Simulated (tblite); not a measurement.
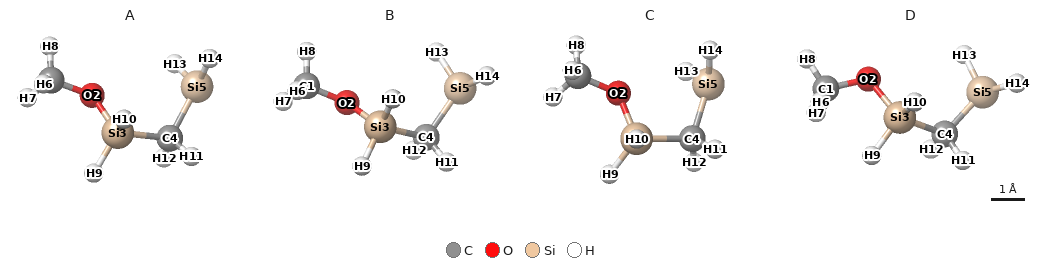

4 geometries from one relaxation of C2H9OSi2 (multiplicity 2), in shuffled order. Style: ball-and-stick. Shown at a tilt.

Method: GFN2-xTB geometry optimisation, gas phase (tblite 0.8.0). 

Q: Put them in the order of the run, from the start to the converged end.

A: D, B, A, C. They are steps 0, 51, 96, 142, at +58.0 kJ/mol, +4.34 kJ/mol, +2.17 kJ/mol relative to the last. The largest move after the best rigid fit is that of H14, 1.79 Å. By element the largest moves are H 1.79 Å, Si 0.69 Å, C 0.57 Å, O 0.54 Å. Near-neighbour distances that change, for instance: O2–Si3 1.728 → 1.628 Å, C4–Si5 1.819 → 1.899 Å, Si3–C4 1.837 → 1.893 Å, C4–H11 1.129 → 1.089 Å. Bond angles that change, for instance: C1–O2–Si3 110.9° → 127.2°, O2–Si3–C4 111.5° → 100.5°, C4–Si3–H9 107.3° → 113.9°. Groups turn about Si3–C4 by about 45°, O2–Si3 by about 40°, C1–O2 by about 20°. After 142 geometry steps the energy has fallen by 58.0 kJ/mol.
